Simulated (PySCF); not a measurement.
# GdH2: how tightly the ligands are held

Aim: take one ligand of each kind off GdH2, with both parts rigid, and scan its distance from the metal. The species was built from a template and needn't be a known compound.

The runs use PySCF 2.14.0; PBE0, Gd lcecp-0-SVP with ECP54, H def2-SVP; scalar-relativistic core potentials, no spin–orbit coupling.

1 further run of the same task is left out (for a known fault of the program).

## 1. The system as given

3 atoms, charge 0, spin multiplicity 1.

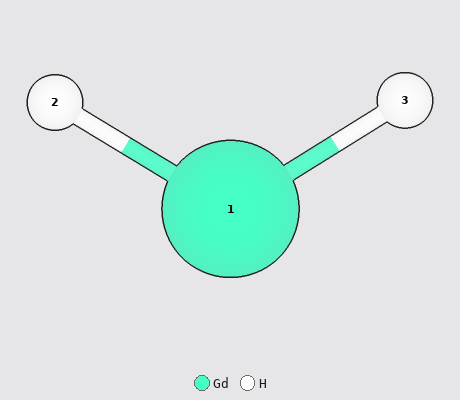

The structure; gadolinium teal, hydrogen white; atoms are numbered from 1 in the order of the file.

As a file:

```mol
GdH2
  3D, bonds by distance, orders not assigned

  3  2  0  0  0  0  0  0  0  0999 V2000
   -0.0000   -0.0000   -0.1208 Gd  0  0
    1.8425   -0.0000    1.0112 H   0  0
   -1.8425    0.0000    1.0112 H   0  0
  1  2  8  0
  1  3  8  0
M  END
```

Formal oxidation states: Gd +2. Each metal's 8 4f electrons lie in its core potential, so multiplicities, spins and levels count the valence alone. For divalent La, Ce, Gd or Lu the extra electron is normally 5d or 6s, so this core forces an excited configuration. An earlier session relaxed this geometry at PBE0, Gd lcecp-0-SVP with ECP54, H def2-SVP (singlet, point group C2v).

## 2. H taken off

The ligand (atom 2) keeps its formal charge and a closed shell where it can; ligand and rest are solved at the complex's geometry, in vacuum, with the settings of the relaxation.

| part | charge | state | energy (Eh) |
| --- | --- | --- | --- |
| complex | 0 | singlet | -31.004992 |
| ligand | -1 | singlet | -0.480007 |
| rest | 1 | singlet | -30.224529 |

It took 0.2 s on 2 threads of Intel Xeon Platinum 8488C (Sapphire Rapids), shared host.

## 3. Rigid scan of H

Atom 2 moves along the line from atom 1; the distance is to the donor, the donors' midpoint or the ring centre. Each point starts from the density of the one before.

| distance (Å) | energy from the relaxed point (eV) |
| --- | --- |
| 1.86 | 0.332 |
| 1.96 | 0.133 |
| 2.06 | 0.030 |
| 2.16 | 0.000 |
| 2.26 | 0.024 |
| 2.36 | 0.089 |
| 2.56 | 0.296 |
| 2.86 | 0.703 |
| 3.26 | 1.277 |
| 3.76 | 1.918 |

It took 1.8 s on 2 threads of Intel Xeon Platinum 8488C (Sapphire Rapids), shared host.

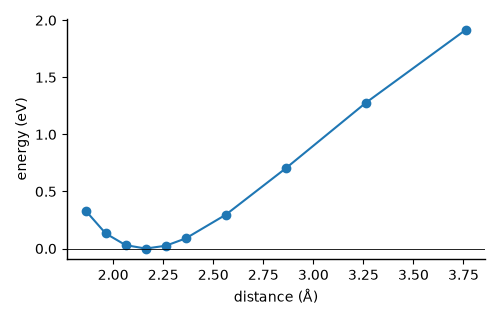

Energy along the rigid scan of H.

## 4. Outcome

```
                  quantity      value
              taking off H    8.18 eV
stiffness of the H contact  5.4 eV/Å²
```

In words: Taking off H as a fragment of charge -1 costs 8.18 eV, much of it the attraction of the two charges. Near 2.16 Å the H contact has a stiffness of about 5.4 eV/Å², and the energy stands 1.92 eV higher at 3.76 Å. The free anion is solved without diffuse functions, no counterpoise correction is made, and the parts aren't relaxed; each of these makes the binding look larger. These are double-zeta-type bases without diffuse functions. Spin–orbit coupling is left out.
